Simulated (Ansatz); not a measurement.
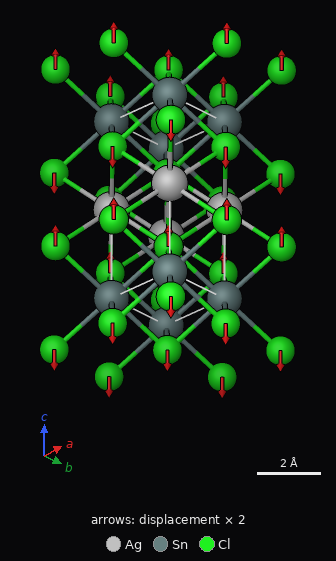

This is a relaxation of solid AgSnCl₂ (a generated structure, set up in P-3m1) (coarse preliminary run). The starting structure is drawn; red arrows show the displacements (the part carried along by the change of the cell is left out), 2 times their true length.

A ball-and-stick model of the cell of the calculation, seen from a free direction.

Computed with Ansatz, DFT PBE, scalar-relativistic, plane waves, PAW. Settings: plane-wave cutoff 420 eV; k-point mesh 6 × 6 × 4; occupations gaussian; smearing width 0.1 eV; no spin polarisation; cell and atoms relaxed; force threshold 0.04 eV/Å; at most 70 steps.

> Describe the change and its energy.

The largest moves relative to the cell, 0.37 Å, are those of Cl atoms. Ag and Sn stay in place. Cell: a = b 3.606 → 3.615 Å (+0.3 %), c 5.854 → 8.441 Å (+44.2 %). Volume +45.0 %. Near-neighbour distances that change, for instance: Cl–Sn 2.520 → 3.196 Å, Ag–Cl 2.570 → 2.756 Å. Bond angles that change, for instance: Cl–Ag–Cl 89.1° → 82.0°, Ag–Cl–Ag 89.1° → 82.0°, Cl–Ag–Cl 90.9° → 98.0°. The space group stays P-3m1 (No. 164). After 12 accepted moves (15 points after the start) the energy has fallen by 1260 meV per atom. The largest force component goes from 2.4 to 0.0093 eV/Å. Pressure: 52.63 GPa at the start and −0.06 GPa at the end. The line search rejected the trial step at point 7 of the run. At 2 points the geometry stayed and the basis and grid were re-selected for the new cell (energy shift of 39.2 meV per atom at most each time).
